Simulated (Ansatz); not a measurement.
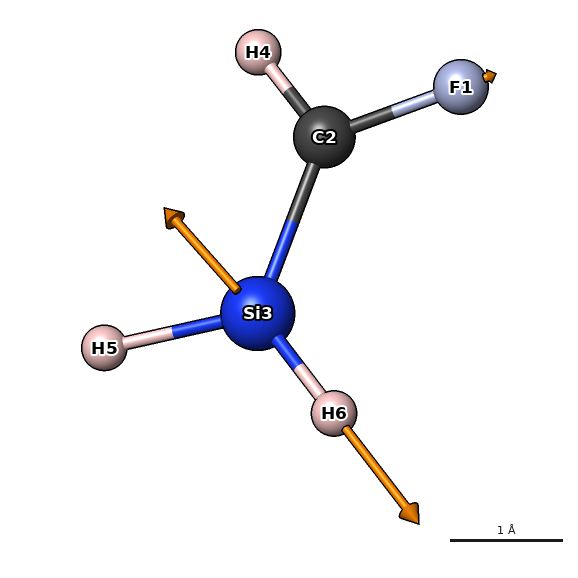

Arrows show the forces on the atoms, 0.2 Å of arrow for 1 eV/Å; forces under a tenth of the largest aren't drawn. Level of theory: PBE-D4/def2-TZVPP (Ansatz 0.2.0).

Question: Which bond do the forces act along most?

Answer: Si3–H6, now 1.271 Å: the forces push its atoms apart, so a first step downhill lengthens it.

List the force components in the frame of the picture (x right, y up, z towards the viewer), in eV/Å.

| atom | Fx | Fy | Fz |
| --- | --- | --- | --- |
| F1 | 0.59 | 0.22 | 0.16 |
| C2 | −0.29 | 0.15 | −0.17 |
| Si3 | −3.33 | 3.77 | −2.67 |
| H4 | −0.13 | 0.20 | −0.12 |
| H5 | −0.17 | 0.01 | −0.07 |
| H6 | 3.33 | −4.33 | 2.87 |
